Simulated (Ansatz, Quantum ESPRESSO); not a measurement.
# AgSb (Pm-3m): from the cell to the phonon bands, part 3 of 4

How does AgSb (Pm-3m) vibrate, and is this structure a minimum?

Quantum ESPRESSO 7.5; DFT LDA, scalar-relativistic, plane waves, JTH PAW pseudopotentials.

So far, lowest frequency on the path (cm⁻¹): step 7 (dispersion) -46.1. Also highest frequency (cm⁻¹): step 7 107. The relaxed cell has a = 3.477 Å (conventional setting).

The structure was built from a prototype and need not be the compound's stable phase.

### Step 8. Density of states

Sums over the zone need many more wavevectors than were solved, so the interpolation is sampled on a dense mesh.

Contents of matdyn.in:

```
&INPUT
  asr    = 'crystal'
  flfrc  = 'x.fc'
  dos    = .true.
  fldos  = 'x.dos'
  nk1    = 13
  nk2    = 13
  nk3    = 13
  deltaE = 0.3
/
```

The run is started by

```sh
matdyn.x -in matdyn.in > matdyn.out
```

Numbers of over 12 decimals in the logs are rounded to 6 here.

Output:

```text
[banner, memory and clock lines left out]
Program MATDYN v.7.5

 mass for atomic type   1 not given; uses mass from file x.fc
 mass for atomic type   2 not given; uses mass from file x.fc
 Norm of the difference between old and new effective charges:    0.000000

 Norm of the difference between old and new force-constants:   6.18689e-05

     Message from routine matdyn:
     Z* not found in file x.fc, TO-LO splitting at q=0 will be absent!

Note: The following floating-point exceptions are signalling: IEEE_UNDERFLOW_FLAG
```

Elapsed: 3.3 s, on 1 thread of Arm Neoverse V1, shared host.

Read from the output:

```yaml
share_of_modes_beyond_3i_cm_minus1_on_the_dense_interpolated_mesh: 0.1054
```

The phonon density of states has structure finer than the step of the table below, so its rows give means over 10 cm⁻¹, whole bins alone (the curve runs from -45.1 to 107 cm⁻¹). Peaks (cm⁻¹: height): total -22.6: 0.0258, 19.7: 0.0518, 49.4: 0.0780, 61.1: 0.0836, 71.0: 0.0965, 92.6: 0.103; Ag 19.7: 0.0240, 49.4: 0.0418, 71.0: 0.0711, 91.7: 0.0536; Sb 19.7: 0.0278, 37.7: 0.0303, 49.4: 0.0361, 57.5: 0.0362, 61.1: 0.0516, 71.0: 0.0254, 101.6: 0.0576.

Tetrahedra. Table of phonon density of states by wavenumber; means over each step; values in 1/cm⁻¹/cell:

```
wavenumber (cm⁻¹)    total       Ag       Sb
              -40  0.00916  0.00477  0.00439
              -30   0.0169  0.00835  0.00855
              -20   0.0205  0.00949   0.0111
              -10   0.0139  0.00648  0.00739
                0   0.0128  0.00599  0.00684
               10   0.0163  0.00758  0.00876
               20   0.0397   0.0181   0.0216
               30   0.0360   0.0143   0.0217
               40   0.0411   0.0136   0.0275
               50   0.0581   0.0296   0.0285
               60   0.0570   0.0282   0.0288
               70   0.0746   0.0548   0.0197
               80   0.0463   0.0282   0.0181
               90   0.0753   0.0393   0.0360
              100   0.0770   0.0303   0.0467
```

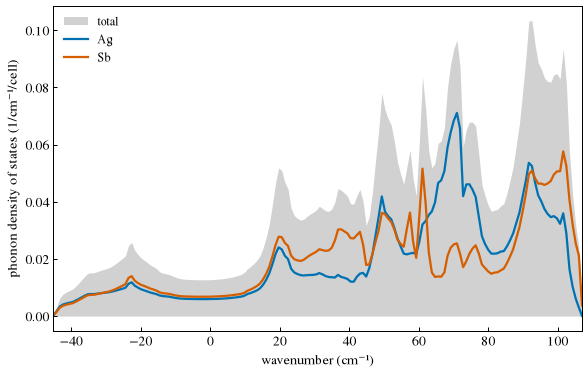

Phonon density of states against wavenumber.

### Step 9. Modes with the sum rule

A rigid shift of the crystal must cost nothing, but grids and finite bases break this; the acoustic sum rule is imposed before the matrix is diagonalised again.

Contents of dynmat.in:

```
&INPUT
  fildyn = 'x.dyn1'
  asr    = 'simple'
  fileig = 'dynmat.eig'
/
```

The run is started by

```sh
dynmat.x -in dynmat.in > dynmat.out
```

Output:

```text
[banner, memory and clock lines left out]
Program DYNMAT v.7.5

     Reading Dynamical Matrix from file x.dyn1
     ...Force constants read
     ...epsilon and Z* not read (not found on file)
     A direction for q was not specified:TO-LO splitting will be absent

     Polarizability (A^3 units)
     multiply by 1.000000 for Clausius-Mossotti correction
         0.000000    0.000000    0.000000
         0.000000    0.000000    0.000000
         0.000000    0.000000    0.000000

     IR activities are in (D/A)^2/amu units

# mode   [cm-1]    [THz]      IR
    1     -0.00   -0.0000    0.0000
    2     -0.00   -0.0000    0.0000
    3      0.00    0.0000    0.0000
    4     77.57    2.3254    0.0000
    5     77.57    2.3254    0.0000
    6     77.57    2.3254    0.0000
```

It took 0.45 s on 1 thread.

Read from the output:

```
highest optical zone-centre mode (no LO-TO term) : 77.57 cm⁻¹
lowest optical zone-centre mode                  : 77.57 cm⁻¹
```

Unit eigenvectors of the mass-weighted matrix after the sum rule; no LO-TO term. Modes at Γ, with each element's share of the kinetic energy:

```
mode  frequency (cm⁻¹)  symmetry  Ag %  Sb %
   1               0.0  acoustic    47    53
   2               0.0  acoustic    47    53
   3               0.0  acoustic    47    53
   4              77.6       T1u    53    47
   5              77.6       T1u    53    47
   6              77.6       T1u    53    47
```

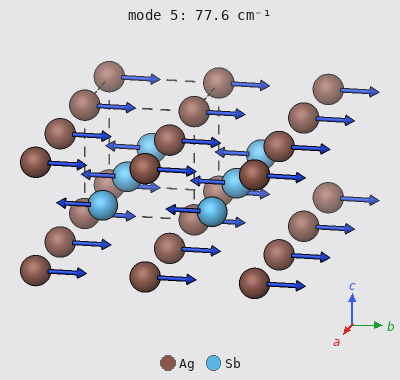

Displacement patterns of mode 5 at Γ; arrows are exaggerated. 3×2×1 cells are drawn. Some periodic images of atoms are drawn too.

The rule moves no optical mode by more than 0.1 cm⁻¹.

### Step 10. Sum rules set otherwise: a sum rule for molecules or wires on a crystal

This rule also removes rotations, which suits wires and not a crystal; it is tried to see the harm.

Contents of dynmat.in:

```
&INPUT
  fildyn = 'x.dyn1'
  asr    = 'one-dim'
  fileig = 'dynmat.eig'
/
```

The run is started by

```sh
dynmat.x -in dynmat.in > dynmat.out
```

Output:

```text
[banner, memory and clock lines left out]
Program DYNMAT v.7.5

     Reading Dynamical Matrix from file x.dyn1
     ...Force constants read
     ...epsilon and Z* not read (not found on file)
asr rotation axis in 1D system=    3
     Acoustic Sum Rule: || Z*(ASR) - Z*(orig)|| =    0.000000E+00
     Acoustic Sum Rule: ||dyn(ASR) - dyn(orig)||=    5.214580E-02
     A direction for q was not specified:TO-LO splitting will be absent

     Polarizability (A^3 units)
     multiply by 1.000000 for Clausius-Mossotti correction
         0.000000    0.000000    0.000000
         0.000000    0.000000    0.000000
         0.000000    0.000000    0.000000

     IR activities are in (D/A)^2/amu units

# mode   [cm-1]    [THz]      IR
    1     -0.00   -0.0000    0.0000
    2      0.00    0.0000    0.0000
    3      0.00    0.0000    0.0000
    4      0.00    0.0000    0.0000
    5     77.61    2.3266    0.0000
    6     77.61    2.3266    0.0000
```

Run time: 0.45 s. Hardware: 1 thread.

The program raised no error, yet the settings are not those of a careful run.

The fault: a sum rule for molecules or wires on a crystal; 1 optical mode is projected out to zero frequency, as if it were a rotation.

For a crystal the rule has to be 'simple' or 'crystal'.

Zone-centre frequencies as printed; negative means imaginary. Modes:

```
mode  frequency (cm⁻¹)
   1                 0
   2                 0
   3                 0
   4                 0
   5             77.61
   6             77.61
```

### Step 11. Sum rules set otherwise (asr no)

Without the rule the raw error of the acoustic modes shows.

Contents of dynmat.in:

```
&INPUT
  fildyn = 'x.dyn1'
  asr    = 'no'
  fileig = 'dynmat.eig'
/
```

The run is started by

```sh
dynmat.x -in dynmat.in > dynmat.out
```

Output:

```text
[banner, memory and clock lines left out]
Program DYNMAT v.7.5

     Reading Dynamical Matrix from file x.dyn1
     ...Force constants read
     ...epsilon and Z* not read (not found on file)
     A direction for q was not specified:TO-LO splitting will be absent

     Polarizability (A^3 units)
     multiply by 1.000000 for Clausius-Mossotti correction
         0.000000    0.000000    0.000000
         0.000000    0.000000    0.000000
         0.000000    0.000000    0.000000

     IR activities are in (D/A)^2/amu units

# mode   [cm-1]    [THz]      IR
    1      2.46    0.0737    0.0000
    2      2.46    0.0737    0.0000
    3      2.46    0.0737    0.0000
    4     77.61    2.3267    0.0000
    5     77.61    2.3267    0.0000
    6     77.61    2.3267    0.0000
```

Run time: 0.45 s. Hardware: 1 thread.

Numbers from this step:

```yaml
highest_optical_zone_centre_mode_no_lo_to_term: 77.61 cm⁻¹
lowest_optical_zone_centre_mode: 77.61 cm⁻¹
```

Zone-centre frequencies as printed; negative means imaginary. Modes:

```
mode  frequency (cm⁻¹)
   1              2.46
   2              2.46
   3              2.46
   4             77.61
   5             77.61
   6             77.61
```

Against the first rule no mode moves by more than 2.5 cm⁻¹.

### Step 12. The dispersion under another sum rule (asr all)

The sum rule corrects the force constants themselves, so it can shift branches at any wavevector, low ones most.

Contents of matdyn.in:

```
&INPUT
  asr              = 'all'
  flfrc            = 'x.fc'
  flfrq            = 'x.freq'
  flvec            = 'x.modes'
  q_in_band_form   = .true.
  q_in_cryst_coord = .true.
/
8
  0.0000000   0.0000000   0.0000000   8  ! GAMMA
  0.0000000   0.5000000   0.0000000   8  ! X
  0.5000000   0.5000000   0.0000000   8  ! M
  0.0000000   0.0000000   0.0000000   8  ! GAMMA
  0.5000000   0.5000000   0.5000000   8  ! R
  0.0000000   0.5000000   0.0000000   1  ! X
  0.5000000   0.5000000   0.5000000   8  ! R
  0.5000000   0.5000000   0.0000000   1  ! M
```

The run is started by

```sh
matdyn.x -in matdyn.in > matdyn.out
```

Output:

```text
[banner, memory and clock lines left out]
Program MATDYN v.7.5

 mass for atomic type   1 not given; uses mass from file x.fc
 mass for atomic type   2 not given; uses mass from file x.fc
 Norm of the difference between old and new effective charges:    0.000000

 Huang before:    1   1   1   2,   residual stress:   0.000000
 Huang before:    1   1   1   3,   residual stress:   0.000000
 Huang before:    1   1   2   2,   residual stress:  -0.000000
 Huang before:    1   1   2   3,   residual stress:   0.000000
 Huang before:    1   1   3   3,   residual stress:  -0.000000
 Huang before:    1   2   1   3,   residual stress:   0.000000
 Huang before:    1   2   2   2,   residual stress:   0.000000
 Huang before:    1   2   2   3,   residual stress:   0.000000
 Huang before:    1   2   3   3,   residual stress:   0.000000
 Huang before:    1   3   2   2,   residual stress:   0.000000
 Huang before:    1   3   2   3,   residual stress:   0.000000
 Huang before:    1   3   3   3,   residual stress:   0.000000
 Huang before:    2   2   2   3,   residual stress:   0.000000
 Huang before:    2   2   3   3,   residual stress:  -0.000000
 Huang before:    2   3   3   3,   residual stress:   0.000000

 Norm of the difference between old and new force-constants:   6.18689e-05

     Message from routine matdyn:
     Z* not found in file x.fc, TO-LO splitting at q=0 will be absent!
     Message from routine matdyn:
     Z* not found in file x.fc, TO-LO splitting at q=0 will be absent!

Note: The following floating-point exceptions are signalling: IEEE_UNDERFLOW_FLAG

   You are using asr="all", please consider citing C. Lin, S. Ponc\'e and N. Marzari, npj Comput Mater 8, 236 (2022).
```

Wall time 0.46 s (1 thread).

At the labelled points the branches move by no more than 0.1 cm⁻¹.

(Part 3 of 4 ends here.)

[Host names and launcher messages were left out of these logs when they were recorded.]

[Logs are printed without paths, hosts, clocks, repeated set-up lines and the standing remarks that a program may print on its own settings, such as how far it seeks lower states.]

[Hosts, paths, dates, database ids (printed as entryN), source tags and the programs' standing remarks are cut or masked in the printed files.]
